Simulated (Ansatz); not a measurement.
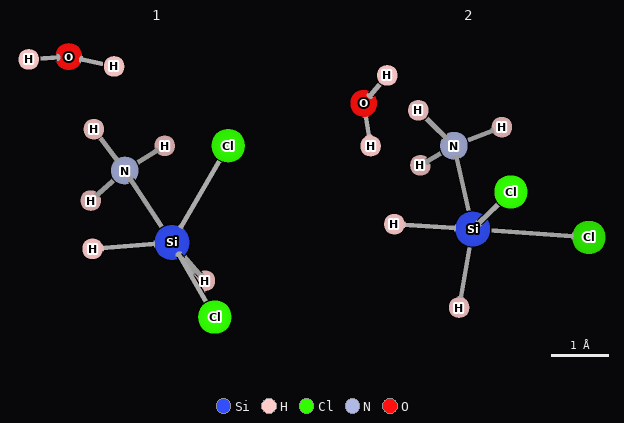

Two geometries of SiNH$_{7}$OCl$_{2}$ (started from a transition state, displaced along its imaginary mode), drawn at one scale. One is the start of a relaxation, the other its converged end. Style: ball-and-stick. Shown from a free direction.

These are results of RKS PBE0-D4/def2-TZVP in Ansatz 0.2.0, not measurements. Settings: force threshold 0.005 eV/Å; at most 200 steps.

Question: Which geometry has the lower energy?

Answer: Structure 1 is the relaxed one. The atom that moves furthest after the best rigid fit is a Cl atom (2.47 Å). Largest moves by element: Cl 2.47 Å, H 1.70 Å, O 0.89 Å, N 0.59 Å, Si 0.35 Å. Some distances before and after: H–O 1.404 → 1.947 Å, N–Si 1.890 → 2.157 Å, H–O 0.782 → 0.960 Å, Cl–Si 2.233 → 2.101 Å. Bond angles that change, for instance: Cl–Si–N 109.5° → 177.4°, H–Si–Cl 175.8° → 116.1°, H–Si–N 125.1° → 82.9°. After 39 accepted moves (40 points after the start) the energy has fallen by 60.7 kcal/mol. Largest force component: 18 eV/Å at the start, 0.0039 eV/Å at the end. The line search rejected the trial step at point 15 of the run. Cost: 3.1 min on 8 threads of Intel Xeon @ 2.50GHz (shared host).
